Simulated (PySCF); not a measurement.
```xyz
20

C    -3.2296    0.0677   -0.3247
C    -1.8184    0.4337    0.1048
C    -0.8274   -0.7121   -0.0688
C     0.5967   -0.4192    0.4345
Si    1.6976   -1.9502    0.3008
Si    1.4221    1.0513   -0.4262
H    -3.6119   -0.7908    0.2510
H    -3.2638   -0.2092   -1.3906
H    -3.9282    0.9048   -0.1763
H    -1.4753    1.3123   -0.4698
H    -1.8181    0.7515    1.1626
H    -1.2259   -1.6016    0.4533
H    -0.7879   -0.9927   -1.1378
H     0.5662   -0.1739    1.5139
H     1.9544   -2.2841   -1.1358
H     1.0217   -3.1243    0.9386
H     3.0095   -1.7210    0.9798
H     0.8304    2.3626   -0.0168
H     1.2689    0.9059   -1.9081
H     2.8814    1.0871   -0.0975
```

Geometry: PBE0-D3(BJ)/def2-SVP.

Level of theory: PBE0/pcSseg-1, SCF density, gas phase, non-relativistic in PySCF 2.14.0.

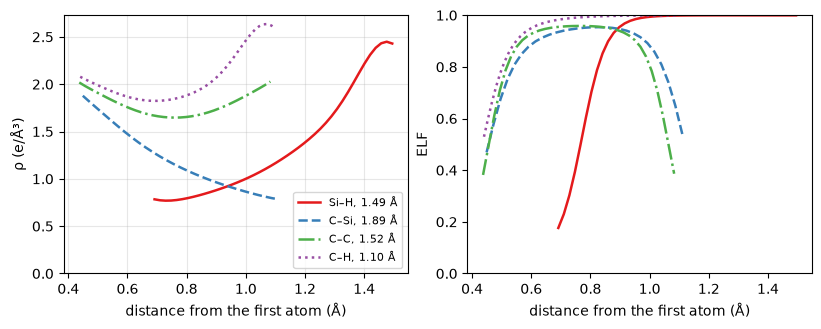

C$_{4}$H$_{14}$Si$_{2}$ (SMILES CCCC([SiH3])[SiH3]). Electron density and electron localisation function along straight lines between neighbouring atoms. The curves leave out the atomic cores.

> What can be read from the curves?

Si–H (1.49 Å): the density is about 0.77 e/Å³ at the midpoint; the ELF climbs to about 1 towards the hydrogen, as it does in any bond to H.
C–Si (1.89 Å): ρ at the midpoint is about 0.92 e/Å³; the ELF peaks at about 0.95 between the atoms: a covalent bond.
C–C (1.52 Å): ρ at the midpoint is about 1.6 e/Å³; the ELF peaks at about 0.95 between the atoms, as expected for a covalent bond.
C–H (1.10 Å): ρ at the midpoint is about 1.9 e/Å³; the ELF climbs to about 1 towards the hydrogen (a covalent bond by its length).
